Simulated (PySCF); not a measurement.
**C$_{4}$H$_{9}$PSi$_{2}$: density, localisation and related maps**

| atom | x (Å) | y (Å) | z (Å) |
| --- | --- | --- | --- |
| C | -0.1791 | 3.1206 | -0.3955 |
| C | -0.3242 | 2.0913 | 0.2081 |
| Si | -0.5302 | 0.4883 | 1.1136 |
| C | -2.2253 | -0.2643 | 0.7321 |
| C | -2.4040 | -1.3806 | 0.0459 |
| P | 1.1025 | -0.7940 | 0.3496 |
| Si | 2.7388 | -0.6618 | -1.0944 |
| H | -0.0535 | 4.0244 | -0.9204 |
| H | -0.3646 | 0.7044 | 2.5621 |
| H | -3.0898 | 0.2687 | 1.1099 |
| H | -1.5595 | -1.9306 | -0.3442 |
| H | -3.3787 | -1.7968 | -0.1597 |
| H | 1.0691 | -2.0005 | 0.9642 |
| H | 4.0195 | -0.8617 | -0.4103 |
| H | 2.6036 | 0.6849 | -1.6366 |
| H | 2.5755 | -1.6922 | -2.1246 |

Geometry: GFN2-xTB.

Theory: PBE0/pcSseg-1, SCF density, gas phase, non-relativistic (PySCF 2.14.0).

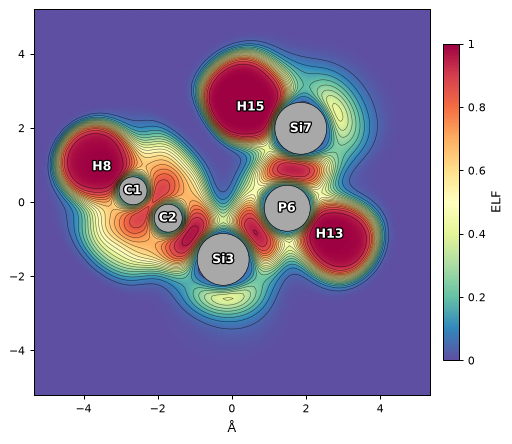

Figure 1. ELF on the plane of atoms Si3, P6 and H13. Grey discs cover the atomic cores.

> Interpret the plot.

The plane passes through C, Si, P and H nuclei.
C–C (1.20 Å): the ELF peaks at about 0.85 between the atoms: a short, multiple covalent bond.
C–Si (1.85 Å): the ELF peaks at about 0.95 between the atoms; a shared electron pair.
Si–P (2.19 Å): the ELF peaks at about 0.95 between the atoms, as expected for localised, covalent bonding.
C–H (1.05 Å): the ELF climbs to about 1 towards the hydrogen, as it does in any bond to H (an ordinary covalent bond to hydrogen).
P–H (1.35 Å): the ELF climbs to about 1 towards the hydrogen.

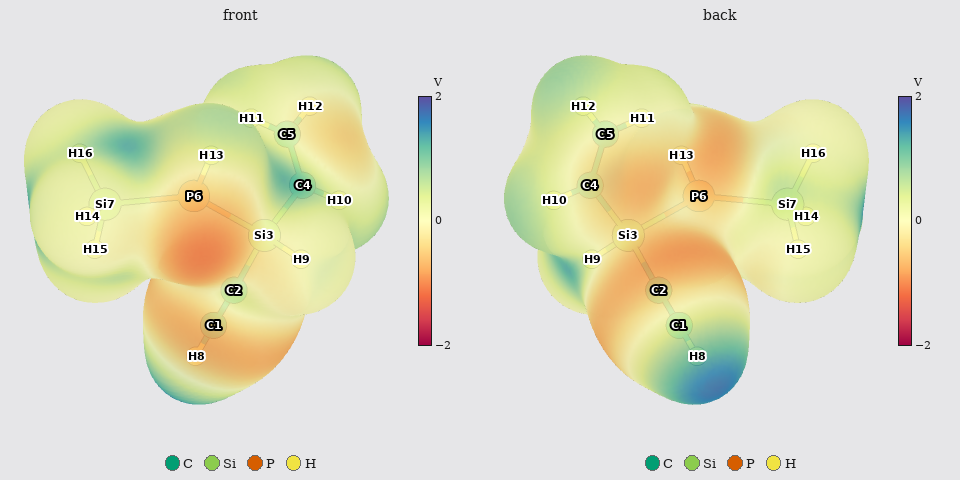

Figure 2. The electrostatic potential painted on the density surface at 0.002 e/bohr³, seen from the front and from behind; the colour scale runs from red (negative) to blue (positive).

> Describe the electrostatic potential map.

The most negative region (about −1.0 V) lies over P6, the most positive (about +1.6 V) over H8.
